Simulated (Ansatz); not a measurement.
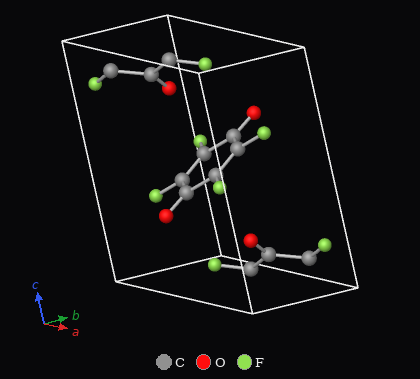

C3OF2, space group P2_1/c (No. 14), a = 6.966 Å, b = 5.505 Å, c = 8.988 Å, α = 90.00°, β = 107.78°, γ = 90.00°

```
site  Wyckoff       x       y       z
  C1       4e  0.7070  0.9610  0.0883
  C2       4e  0.6613  0.1561  0.9931
  C3       4e  0.5492  0.7887  0.1012
   O       4e  0.5908  0.6077  0.1840
  F1       4e  0.8943  0.9100  0.1734
  F2       4e  0.8008  0.3094  0.9776
```

Origin: the geometry relaxed at fixed volume with Ansatz, DFT PBE+D3(BJ), scalar-relativistic, plane waves, PAW.

### How is the cell volume shared among the sites in a plain Voronoi partition?

| site | faces above 1 % of the sphere | volume (Å³) | solid angle by neighbour (%) |
| --- | --- | --- | --- |
| C1 | 7 | 9.24 | C 58 F 35 O 6 |
| C2 | 5 | 8.05 | C 57 F 30 O 13 |
| C3 | 6 | 8.18 | C 55 O 43 F 3 |
| O | 16 | 18.10 | C 62 F 31 O 8 |
| F1 | 11 | 19.03 | F 56 C 31 O 13 |
| F2 | 14 | 19.47 | F 46 C 36 O 18 |

Weighted by multiplicity the volumes add up to the cell volume, 328.2 Å³.

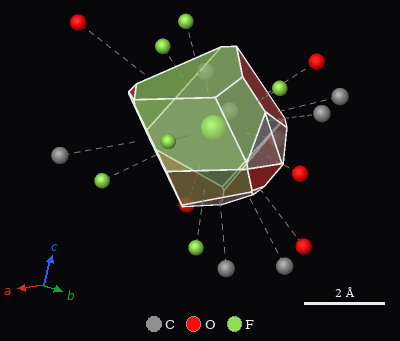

The computed Voronoi cell of F2, with the neighbours that bound it.
